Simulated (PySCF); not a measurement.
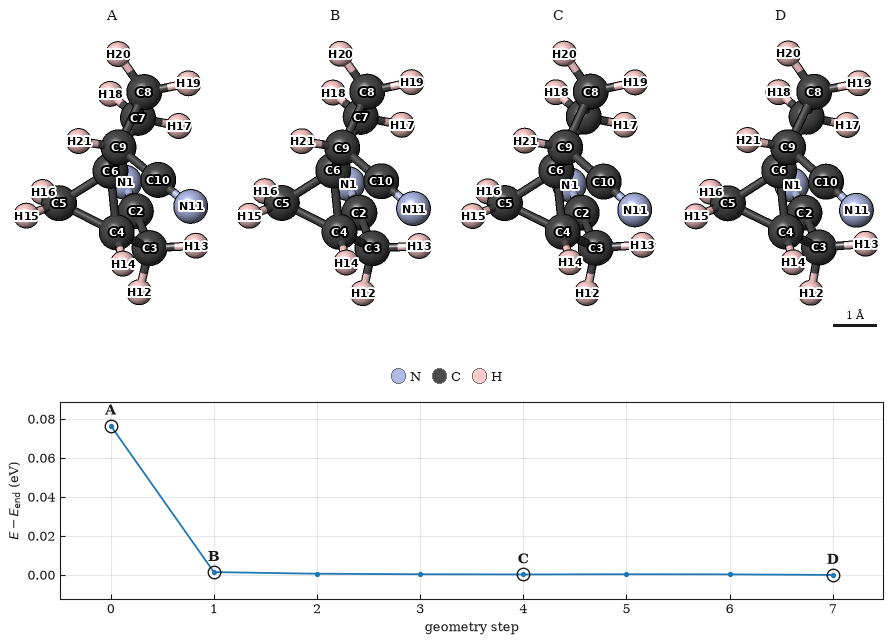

Frames of a relaxation of C9H10N2, marked on the history of the run. The picture is a ball-and-stick view, seen from a free direction.

The start comes from GFN2-xTB.

All numbers below come from PBE0-D3(BJ)/def2-SVP geometry optimisation, gas phase (PySCF 2.14.0, density-fitted response routines). 

> Describe the path.

N11 moves most after the best rigid fit: 0.14 Å. Largest moves by element: N 0.14 Å, H 0.07 Å, C 0.07 Å. Near-neighbour distances that change, for instance: C9–C10 1.435 → 1.452 Å, C2–C3 1.441 → 1.457 Å, C10–N11 1.144 → 1.158 Å, C5–H15 1.080 → 1.094 Å. Bond angles that change, for instance: C8–C9–C10 114.3° → 116.6°. The energy falls by 0.077 eV in 7 geometry steps. From step 0 to 1: N1 moves most (0.08 Å), energy −0.075 eV. From step 1 to 4: N11 moves most (0.06 Å), energy −0.001 eV. From step 4 to 7: N11 moves most (0.03 Å), energy 0.000 eV.
